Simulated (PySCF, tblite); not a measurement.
# C₆H₅N₂O radical: geometry, infrared bands and EPR parameters

What infrared bands and EPR parameters should C₆H₅N₂O radical (`C=N[C@@H]1[C]=C[C@@H](C#N)O1`) show?

Programs: tblite 0.8.0 and PySCF 2.14.0, with density-fitted response routines of our own. Each step states its level of theory. These are calculated values for one molecule in the gas phase, unless marked as measured. Atoms count from 0, in the outputs and in this text.

### 1 The starting structure

14 atoms, charge 0, multiplicity 2; geometry from: force field or distance geometry start.

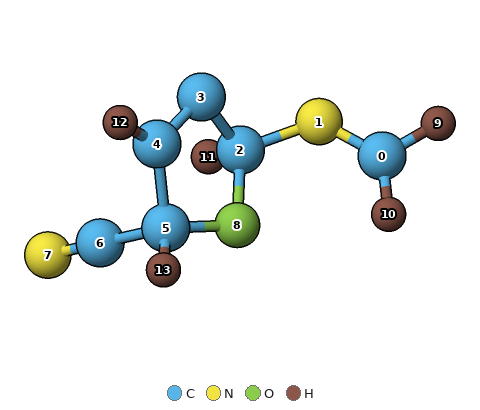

As it starts; carbon blue, nitrogen yellow, oxygen green, hydrogen brown, atoms numbered.

### 2 Geometry optimisation with GFN2-xTB

The job: settings as JSON, then the geometry in Å.

```
{"job": {"kind": "relax", "xc": "GFN2-xTB", "basis": "xTB"}, "charge": 0, "multiplicity": 2}
C     -2.707900    -0.146200     0.362800
N     -1.761800    -0.948500     0.264000
C     -0.385000    -0.663600     0.027600
C      0.359900    -1.138000     1.206500
C      1.302100    -0.225400     1.406700
C      1.195700     0.853900     0.371900
C      2.139100     0.492000    -0.697800
N      2.889200     0.205900    -1.554600
O     -0.112500     0.720000    -0.032200
H     -3.721200    -0.561100     0.568300
H     -2.660700     0.916400     0.262800
H     -0.014500    -1.067300    -0.928100
H      2.027100    -0.288000     2.215400
H      1.449900     1.849500     0.784600
```

The run is started by

```bash
$ OMP_NUM_THREADS=1 python probes_run.py task.json out
```

This one command runs all jobs of the session in turn.

What it wrote:

```text
step      E/eV     max force
  0    -682.28422    3.676
  1    -682.18422   12.472
  2    -682.58951    1.794
  3    -682.66120    0.988
  4    -682.70526    0.597
  5    -682.73361    0.719
  6    -682.74481    0.347
  7    -682.75517    0.303
  8    -682.76348    0.385
  9    -682.77248    0.261
 10    -682.77758    0.278
 11    -682.78432    0.252
 12    -682.79070    0.288
 13    -682.79682    0.202
 14    -682.80184    0.181
 15    -682.80664    0.202
 16    -682.81134    0.227
 17    -682.81587    0.179
 18    -682.82000    0.163
 19    -682.82399    0.207
 20    -682.82870    0.205
 21    -682.83429    0.280
 22    -682.83966    0.240
 23    -682.84460    0.207
 24    -682.84927    0.195
 25    -682.85448    0.284
 26    -682.86058    0.347
 27    -682.86600    0.269
 28    -682.87031    0.225
 29    -682.87445    0.225
 30    -682.87883    0.230
 31    -682.88214    0.316
 32    -682.88286    0.637
 33    -682.88604    0.120
 34    -682.88797    0.131
 35    -682.89304    0.359
 36    -682.89812    0.417
 37    -682.90388    0.352
 38    -682.90768    0.139
 39    -682.90817    0.350
 40    -682.91182    0.297
 41    -682.91328    0.113
 42    -682.91555    0.118
 43    -682.91714    0.134
 44    -682.91792    0.111
 45    -682.91955    0.145
 46    -682.92016    0.124
 47    -682.92065    0.092
 48    -682.92113    0.056
 49    -682.92173    0.074
 50    -682.92228    0.107
 51    -682.92277    0.114
 52    -682.92320    0.093
 53    -682.92361    0.047
 54    -682.92396    0.040
 55    -682.92420    0.033
 56    -682.92436    0.035
 57    -682.92448    0.037
 58    -682.92460    0.026
 59    -682.92474    0.031
 60    -682.92490    0.029
 61    -682.92502    0.027
 62    -682.92515    0.025
 63    -682.92523    0.022
 64    -682.92529    0.019
 65    -682.92534    0.019
 66    -682.92539    0.019
 67    -682.92544    0.024
 68    -682.92551    0.025
 69    -682.92558    0.027
 70    -682.92566    0.021
 71    -682.92572    0.019
 72    -682.92578    0.025
 73    -682.92585    0.028
 74    -682.92594    0.027
 75    -682.92603    0.023
 76    -682.92613    0.033
 77    -682.92622    0.037
 78    -682.92631    0.040
 79    -682.92642    0.038
 80    -682.92651    0.038
 81    -682.92657    0.032
 82    -682.92661    0.028
 83    -682.92665    0.022
 84    -682.92668    0.020
 85    -682.92672    0.018
 86    -682.92677    0.019
 87    -682.92681    0.023
 88    -682.92685    0.024
 89    -682.92687    0.018
 90    -682.92689    0.012
 91    -682.92691    0.013
 92    -682.92693    0.011
 93    -682.92694    0.007
```

It took 0.83 s on 1 thread of Arm Neoverse N1, shared host; peak memory 0.18 GiB.

Along the way: (not every step is listed) (the energy doesn't fall at every step)

```
step  energy from step 0 (eV)  largest force (eV/Å)
   0                   0.0000                3.6757
   1                   0.1000               12.4723
   2                  -0.3053                1.7936
   3                  -0.3770                0.9881
   4                  -0.4210                0.5966
   5                  -0.4494                0.7191
   6                  -0.4606                0.3469
   7                  -0.4710                0.3025
   8                  -0.4793                0.3852
  16                  -0.5271                0.2272
  24                  -0.5651                0.1949
  32                  -0.5986                0.6368
  40                  -0.6276                0.2972
  48                  -0.6369                0.0561
  56                  -0.6401                0.0351
  64                  -0.6411                0.0191
  72                  -0.6416                0.0252
  80                  -0.6423                0.0382
  88                  -0.6426                0.0236
  89                  -0.6427                0.0181
  90                  -0.6427                0.0122
  91                  -0.6427                0.0127
  92                  -0.6427                0.0108
  93                  -0.6427                0.0073
```

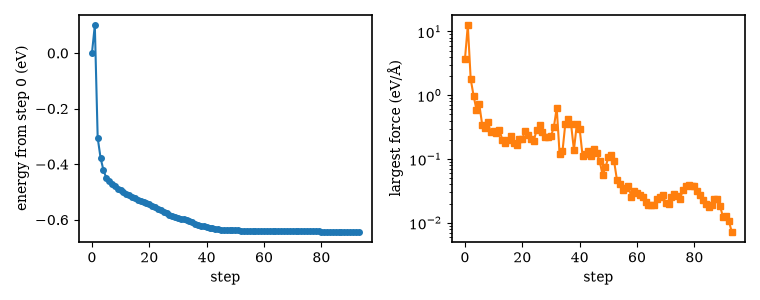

Energy and largest force along the relaxation.

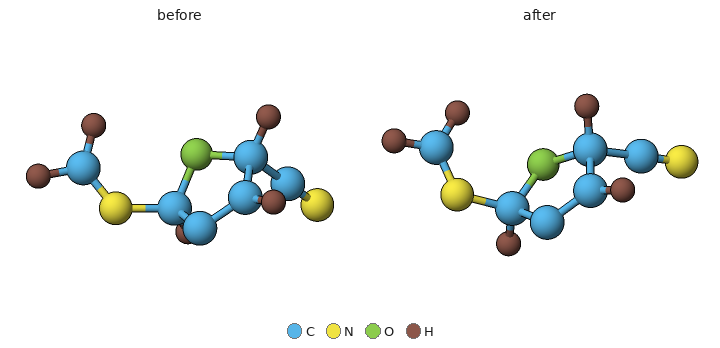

Before and after, at one scale.

Distances of close pairs at the start and the end, largest changes first:

```
  bond  before (Å)  after (Å)  change (Å)
 C5–O8       1.376      1.422      +0.046
 C4–C5       1.499      1.539      +0.040
 C0–H9       1.114      1.080      -0.034
 C6–N7       1.174      1.143      -0.031
 C2–O8       1.411      1.441      +0.030
 C3–C4       1.327      1.300      -0.027
 C5–C6       1.471      1.449      -0.023
C0–H10       1.068      1.090      +0.022
```

The final coordinates are the input of the step that follows.

### 3 Infrared spectrum with GFN2-xTB

The job: settings as JSON, then the geometry in Å.

```
{"job": {"kind": "ir", "xc": "GFN2-xTB", "basis": "xTB"}, "charge": 0, "multiplicity": 2}
C     -2.561882     0.070181     0.442127
N     -1.850940    -0.958331     0.494759
C     -0.512703    -0.994689     0.014152
C      0.429982    -1.278262     1.133335
C      1.317616    -0.349416     1.332477
C      1.070889     0.722818     0.256238
C      2.264608     0.875806    -0.550575
N      3.211558     0.981785    -1.181633
O     -0.008544     0.239579    -0.533513
H     -3.568112     0.002762     0.828422
H     -2.240937     1.026129     0.027058
H     -0.476208    -1.771336    -0.763270
H      2.109367    -0.261410     2.047044
H      0.814627     1.693909     0.711239
```

What it wrote:

```text
mode    cm-1     km/mol
  1      50.7      0.91
  2      82.4      4.56
  3     132.1     13.81
  4     175.5      3.73
  5     257.6      7.30
  6     308.4     12.25
  7     444.8      1.24
  8     466.3      6.52
  9     508.3      4.44
 10     594.9      3.50
 11     624.8     12.48
 12     706.2     15.49
 13     755.2      1.04
 14     796.2     23.88
 15     869.0     32.54
 16     893.1    113.53
 17     945.9     30.56
 18     977.1     23.02
 19     987.4     21.15
 20    1017.0     40.41
 21    1059.6      2.88
 22    1111.6      4.48
 23    1122.4      5.75
 24    1144.7     15.16
 25    1195.0      6.61
 26    1237.8     11.26
 27    1246.8      6.40
 28    1404.3      1.10
 29    1710.0      8.22
 30    1755.7     24.28
 31    2392.4    155.58
 32    2826.7     24.76
 33    2874.0     16.47
 34    2944.6     51.56
 35    3076.7     16.33
 36    3181.7      0.99
```

It took 0.63 s on 1 thread of Arm Neoverse N1, shared host; peak memory 0.18 GiB.

The strongest bands and the atoms that carry them (share of the mass-weighted mode):

```
cm⁻¹  km/mol                                atoms
 869    32.5  C5 28 %, C4 23 %, C2 15 %, H12 11 %
 893   113.5                     C2 42 %, O8 23 %
 946    30.6  C2 40 %, H12 13 %, C3 12 %, N1 10 %
1017    40.4  C5 26 %, C2 15 %, O8 13 %, H11 11 %
1756    24.3                     C0 47 %, N1 47 %
2392   155.6                     C6 59 %, N7 40 %
2827    24.8                             H13 93 %
2945    51.6                             H10 93 %
```

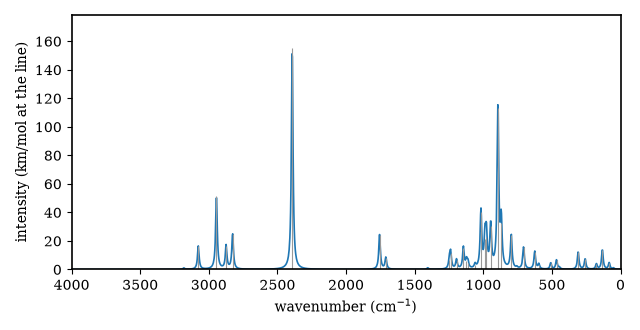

The infrared spectrum from these modes, unscaled. Lines are broadened to a width of 14 cm⁻¹ (Lorentzian).

### 4 EPR parameters: B3LYP/pcH-1

Same as in step 3 but for these lines:

```diff
@@ -1,2 +1,2 @@
-{"job": {"kind": "ir", "xc": "GFN2-xTB", "basis": "xTB"}, "charge": 0, "multiplicity": 2}
+{"job": {"kind": "epr", "basis": "pcH-1"}, "charge": 0, "multiplicity": 2}
 C     -2.561882     0.070181     0.442127
```

Method: UKS B3LYP, pcH-1 on C H N O, non-relativistic, mean-field spin-orbit, GIAO.

What it wrote:

```text
UKS, coarse grid
  cycle   1  E = -416.09688464  |g| = 5.48e-01
  cycle   2  E = -415.80629333  |g| = 1.02e+00
  cycle   3  E = -416.20405996  |g| = 1.81e-01
  cycle   4  E = -416.21503044  |g| = 8.66e-02
  cycle   5  E = -416.21794298  |g| = 2.36e-02
  cycle   6  E = -416.21820529  |g| = 6.81e-03
  cycle   7  E = -416.21824062  |g| = 3.46e-03
  cycle   8  E = -416.21825335  |g| = 2.36e-03
  cycle   9  E = -416.21825943  |g| = 1.18e-03
  cycle  10  E = -416.21826164  |g| = 6.23e-04
UKS, final grid
  cycle   1  E = -416.21823577  |g| = 1.02e-03
  cycle   2  E = -416.21823435  |g| = 2.05e-03
  cycle   3  E = -416.21823641  |g| = 1.95e-04
  cycle   4  E = -416.21823644  |g| = 1.28e-04
  cycle   5  E = -416.21823647  |g| = 1.06e-04
  cycle   6  E = -416.21823648  |g| = 4.15e-05
  cycle   7  E = -416.21823649  |g| = 8.82e-06
E = -416.21823649 Eh   <S^2> = 0.7596 (exact 0.7500)
g shifts (ppm)      1          2          3
  rmc          -173       -173       -173
  gc             37         15          0
  oz_so        -370         -6        239
  total        -506       -164         67
hyperfine (MHz)  atom isotope    a_iso     a_fc   dipolar eigenvalues
    0   13C      -0.53      -0.53     -1.35     -0.04      1.39
    1   14N       3.65       3.65     -0.69      0.26      0.44
    2   13C      52.78      52.78     -7.28     -6.12     13.39
    3   13C     478.42     478.42    -78.17    -56.69    134.86
    4   13C      30.46      30.46    -21.27      1.41     19.86
    5   13C      76.16      76.16     -7.56     -6.34     13.91
    6   13C      -6.98      -6.98     -1.56     -0.19      1.75
    7   14N       0.49       0.49     -0.89     -0.75      1.64
    8   17O      -2.81      -2.81    -14.09      6.82      7.27
    9    1H       1.15       1.15     -1.08     -0.90      1.98
   10    1H       2.03       2.03     -1.55     -1.23      2.78
   11    1H       4.91       4.91     -6.93     -5.11     12.04
   12    1H      40.63      40.63     -6.00     -4.72     10.72
   13    1H     -10.31     -10.31     -3.97     -1.80      5.77
```

It took 2 min on 1 thread of Arm Neoverse N1, shared host; peak memory 1.1 GiB.

Principal g values 2.00181, 2.00216, 2.00239; g(iso) = 2.00212, against 2.00232 for a free electron.

Hyperfine couplings, nucleus by nucleus at this fixed geometry (no averaging over rotations):

```
nuclei  isotope  a(iso) (MHz)  a(iso) (G, at g = 2.0023)  largest dipolar term (MHz)
    C3      13C         478.4                      170.7                       134.9
    C5      13C          76.2                       27.2                        13.9
    C2      13C          52.8                       18.8                        13.4
   H12       1H          40.6                       14.5                        10.7
    C4      13C          30.5                       10.9                       -21.3
   H13       1H         -10.3                       -3.7                         5.8
    C6      13C          -7.0                       -2.5                         1.7
   H11       1H           4.9                        1.8                        12.0
    N1      14N           3.6                        1.3                        -0.7
    O8      17O          -2.8                       -1.0                       -14.1
   H10       1H           2.0                        0.7                         2.8
    H9       1H           1.2                        0.4                         2.0
    C0      13C          -0.5                       -0.2                         1.4
    N7      14N           0.5                        0.2                         1.6
```

Mulliken spin populations:

C0 -0.01; N1 0.01; C2 0.00; C3 1.00; C4 -0.14; C5 0.08; C6 -0.01; N7 0.02; O8 0.03; H9 0.00; H10 0.00; H11 0.00; H12 0.02; H13 0.00

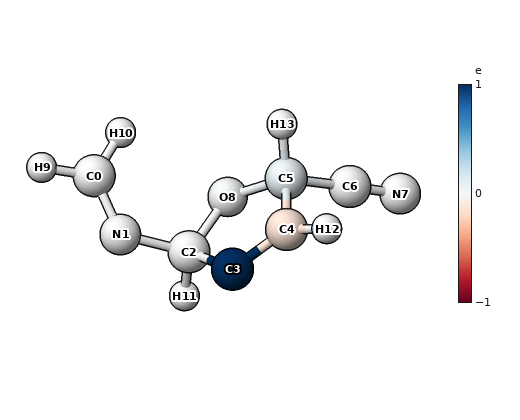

Mulliken spin populations, as colours on the atoms.

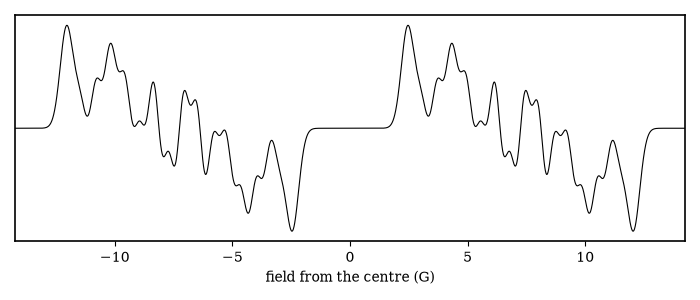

First-order isotropic spectrum (first derivative, main isotopes with spin only, couplings over 0.8 MHz, Gaussian width 0.3 G; couplings of the frozen geometry, rotation of groups not averaged beyond the rows shown).

The fields below are evaluated on a grid from the run's orbitals.

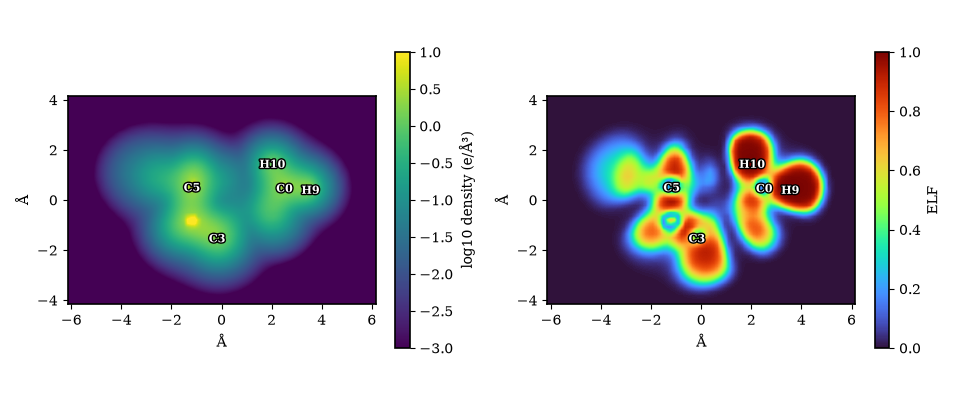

Density (left) and ELF (right) in a plane through or near 5 of the atoms.

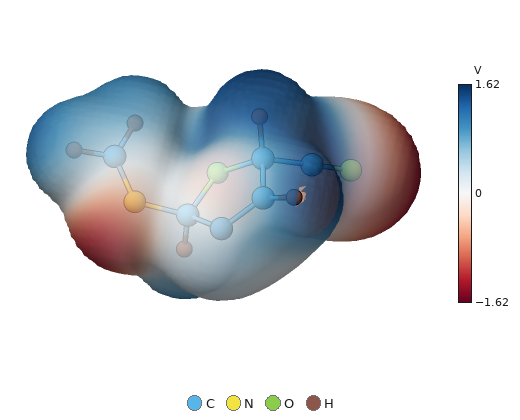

The potential that a unit positive charge feels on the 0.002 e/bohr³ surface, from -1.62 V near N7 to 1.56 V near H12.

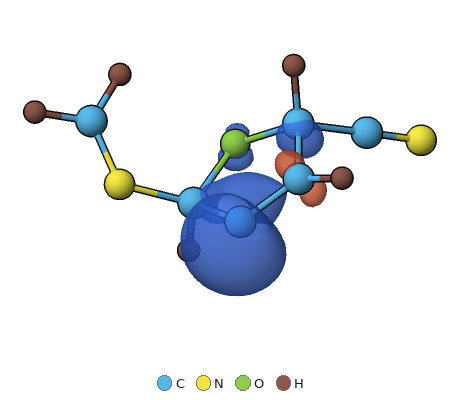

Spin density at ±0.05 e/Å³ (alpha excess blue, beta excess red).

### 5 Summary of results

| quantity | value |
| --- | --- |
| strongest single infrared mode (GFN2-xTB) | 2392 cm⁻¹, 156 km/mol |
| zero-point energy (GFN2-xTB) | 59.9 kcal/mol |
| g(iso) (B3LYP) | 2.00212 |
| ⟨S²⟩ | 0.760 (exact 0.75) |
| largest a(iso) | 13C on C3, 478.4 MHz |
| surface potential, least and greatest | -1.62 V and 1.56 V |

In words: Relaxing lowered the energy by 0.643 eV in 93 steps; the close pair that moved most is C5–O8, from 1.376 to 1.422 Å. All 36 modes are real, so the xTB geometry is a minimum. The strongest single mode, at 2392 cm⁻¹, moves mainly C6 and N7. GFN2-xTB is a fitted tight-binding method: band positions and strengths are rough. Its intensities can rank the bands wrongly. Most of the unpaired spin sits on C3 (1.00 e). The isotropic g lies 0.2 ppt below the free-electron value.
